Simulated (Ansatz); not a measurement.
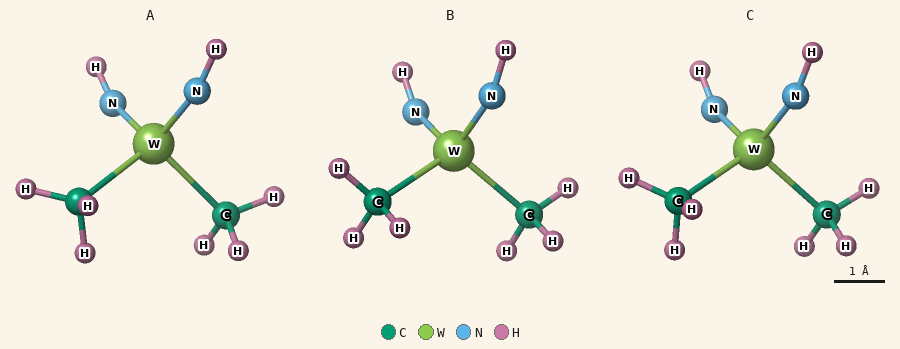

3 geometries from one relaxation of C$_{2}$H$_{8}$N$_{2}$W, in shuffled order. The picture is a ball-and-stick view, seen at a tilt.

The start comes from GFN2-xTB.

The calculation used RKS PBE0-D4/def2-TZVP in Ansatz 0.2.0. (force threshold 0.005 eV/Å; at most 150 steps)

Q: Order the frames from highest to lowest energy.

A: A, C, B. They are steps 0, 3, 12, at +0.291 eV, +0.025 eV relative to the last. An H atom moves most after the best rigid fit: 0.76 Å. By element the largest moves are H 0.76 Å, N 0.18 Å, W 0.14 Å, C 0.09 Å. Among the contacts that change: C–W 2.198 → 2.122 Å, N–W 1.784 → 1.750 Å, C–H 1.118 → 1.096 Å, H–N 1.023 → 1.008 Å. Bond angles that change, for instance: W–N–H 160.9° → 153.9°, C–W–C 107.1° → 113.8°, W–C–H 102.8° → 109.3°. Groups turn about C–W by about 40°. After 12 geometry steps the energy has fallen by 0.291 eV. Largest force component: 1.1 eV/Å at the start, 0.0021 eV/Å at the end. The run took 45 s on 4 threads of Arm Neoverse V2, on a shared host.
